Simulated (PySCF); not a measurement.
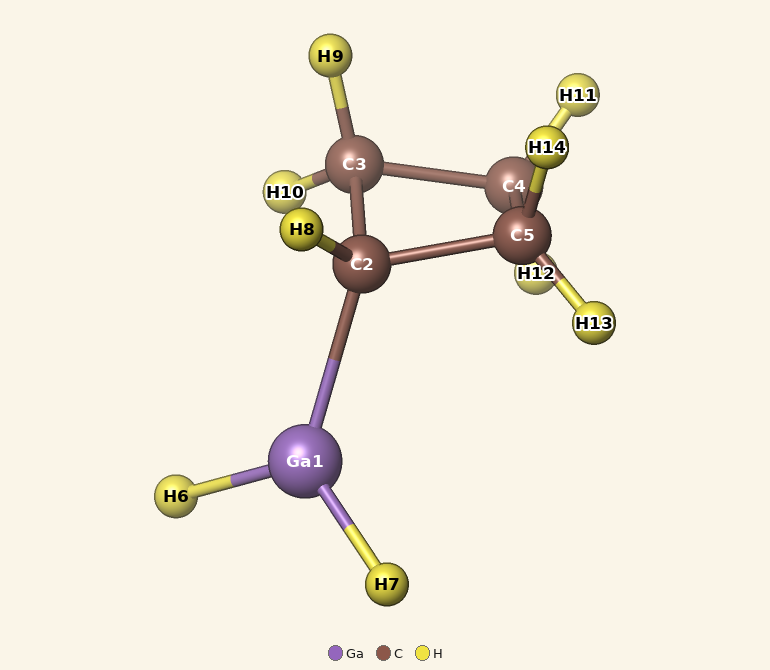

Atoms fade into the background with distance from the viewer. The geometry was computed by an optimisation with PBE0-D3(BJ)/def2-SVP. No frequency run is at hand to confirm it as a minimum.

> How is the 4-membered ring C2–C3–C4–C5 puckered?

It is puckered (butterfly). The Cremer–Pople amplitude Q is 0.27 Å.

> Give the torsion angles round the ring, beginning with the bond from its second to its third atom.

−20°, 20°, −19°, 19°.
